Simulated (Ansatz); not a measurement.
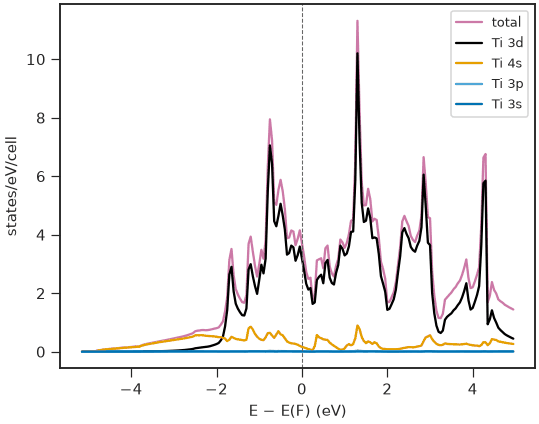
Figure: Total and projected density of states of Ti (diamond, Fd-3m), PBE in the plane-wave PAW code Ansatz

Problem. Which orbitals carry the states next to the Fermi level?

Solution. Within 0.5 eV of the Fermi level: Ti 3d 85 %, Ti 4s 8 %, outside the projected shells 6 %. Projections are on Löwdin-orthogonalised atomic valence shells; empty p or d shells of many metals are not among them.

Problem. Where is the tallest occupied peak in this window, and what makes it?

Solution. Near -0.8 eV, about 7.9 states/eV per cell; the largest projected share is Ti 3d.

The start of the workflow was typed in or built on a structure type; neither database checked (COD, Materials Project) lists it. It is not the phase usual at ambient conditions (space group No. 194). The cell was relaxed with PBE under the symmetry of its start; its stability against distortions is not shown here. Spin order of the final state: ferromagnetic, chosen from 4 collinear starts compared on coarse meshes (ties went to the first, and starts can fall back to one state), not a proven ground state.

Potentials: the earlier of the program's two PAW sets.
